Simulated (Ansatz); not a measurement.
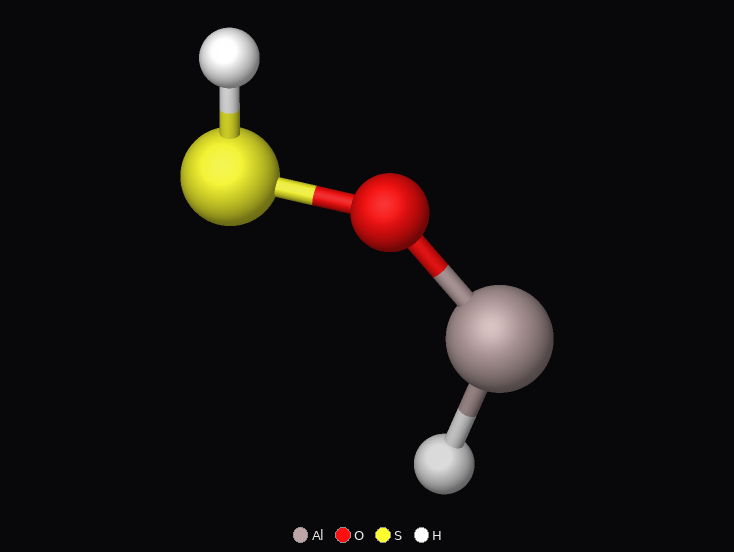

A ball-and-stick model of a molecule.

The species is neutral and a spin doublet. Computed geometry: PBE0-D4/def2-TZVP optimisation. No frequency run is at hand to confirm it as a minimum.

What does the picture show?

Formula AlH2OS. The point group is Cs. It is an open-shell species. All atoms lie on one plane. Coordination: 1 Al bent; 1 O bent; 1 S bent.

The parts below concern this one geometry. Atoms keep their numbers from picture to picture.

### Electronic properties

No frequency run is at hand to confirm it as a minimum. Level of theory: UHF-CCSD(T), frozen core/def2-TZVPP (Ansatz 0.2.0).

Question: Give the T1 diagnostic at this level.

Answer: 0.017.

Question: Give the ⟨S²⟩ of the determinant at this level.

Answer: 0.757.

### Dipole moment

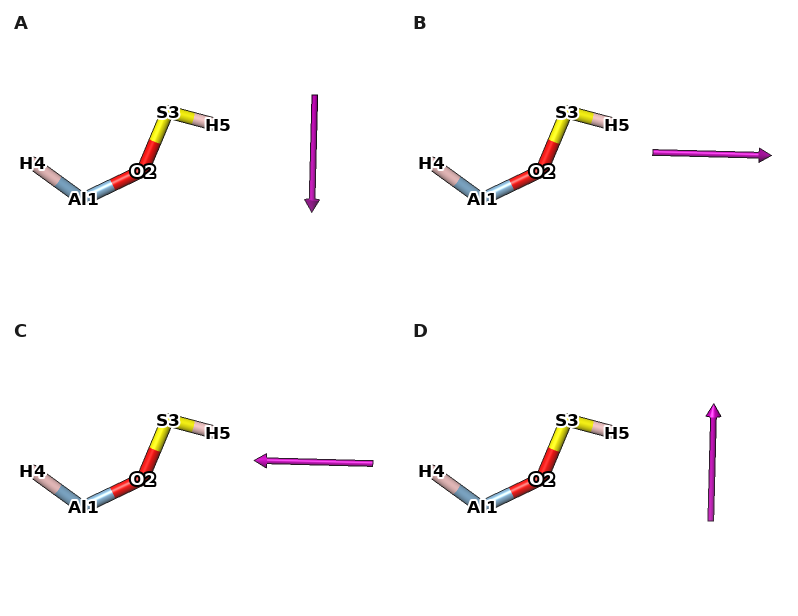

The same molecule four times, each with an arrow. No frequency run is at hand to confirm it as a minimum. Properties computed with UKS PBE0-D4/def2-TZVP (Ansatz 0.2.0).

Question: Which arrow points along the dipole moment, from the negative to the positive end?

Answer: A. The dipole moment is 0.80 D; it points from the side of S3 to the side of Al1 (the outermost atoms at the two ends).

### Charges

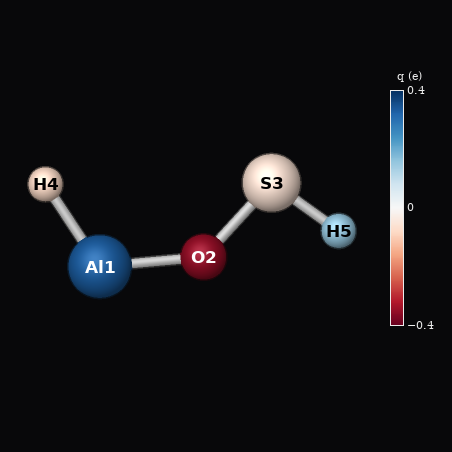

Atoms are coloured by their Mulliken charges. No frequency run is at hand to confirm it as a minimum. Properties computed with UKS PBE0-D4/def2-TZVP (Ansatz 0.2.0).

Question: Which atom carries the highest charge (most positive or least negative)?

Answer: Al1 (0.33 e).

Question: And the lowest?

Answer: O2 (−0.35 e).

List the Mulliken charges.

```
atom  value (e)
 Al1       0.33
  O2      −0.35
  S3      −0.06
  H4      −0.08
  H5       0.15
```

Mulliken values depend strongly on the basis set and can even reverse the polarity of a bond.
